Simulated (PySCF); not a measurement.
```xyz
14

F     0.8546   -0.6568   -1.8917
C     0.1888   -0.3498   -0.7426
C     0.8801    0.0861    0.3031
Si    2.7477    0.3366    0.3885
Si   -1.6849   -0.6249   -0.8715
P    -2.5109    0.1241    1.0698
H     0.2929    0.3112    1.1853
H     3.3366    0.2022   -0.9394
H     3.2903   -0.6684    1.3069
H     2.9763    1.6828    0.9221
H    -1.9786   -2.0582   -0.9743
H    -2.1753    0.0606   -2.0736
H    -2.3893    1.4675    0.7576
H    -3.8290    0.0865    0.6578
```

Geometry: GFN2-xTB.

Computed with B3LYP/def2-SVPD, SCF density, gas phase (PySCF).

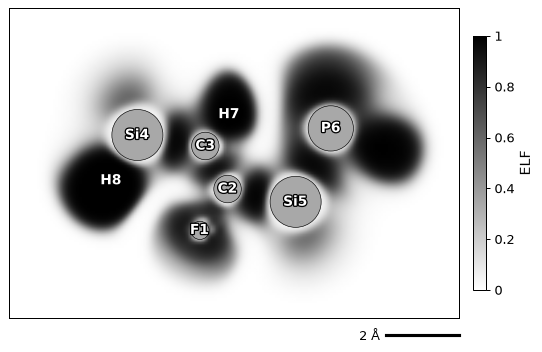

C2H8FPSi2. Electron localisation function on the plane of atoms C2, C3 and H7. Grey discs cover the atomic cores.

Q: What do the fields say about this system?

A:
- The plane passes through F, C, Si, P and H nuclei.
- C–C (1.33 Å): the ELF peaks at about 0.95 between the atoms; a short, multiple covalent bond.
- C–F (1.36 Å): the ELF peaks at about 0.85 between the atoms, as expected for a shared but strongly polarised pair.
- C–Si (1.89 Å): the ELF peaks at about 0.95 between the atoms: a covalent bond.
- Si–P (2.24 Å): the ELF peaks at about 0.95 between the atoms; localised, covalent bonding.
- C–H (1.08 Å): the ELF climbs to about 1 towards the hydrogen, as it does in any bond to H (an ordinary covalent bond to hydrogen).
- The ELF also peaks beside F1 and P6, away from the bonds: lone-pair regions.
